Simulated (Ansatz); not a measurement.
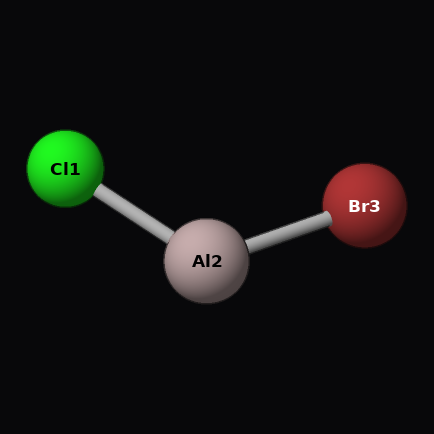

The questions are on Mulliken charges. The species is neutral and a spin doublet. Computed geometry: PBE0-D4/def2-TZVP optimisation. No frequency run is at hand to confirm it as a minimum. Properties computed with UKS PBE0-D4/def2-TZVP (Ansatz 0.2.0).

Give the Mulliken charges atom by atom.

| atom | value (e) |
| --- | --- |
| Cl1 | −0.22 |
| Al2 | 0.43 |
| Br3 | −0.21 |

Mulliken values depend strongly on the basis set and can even reverse the polarity of a bond.
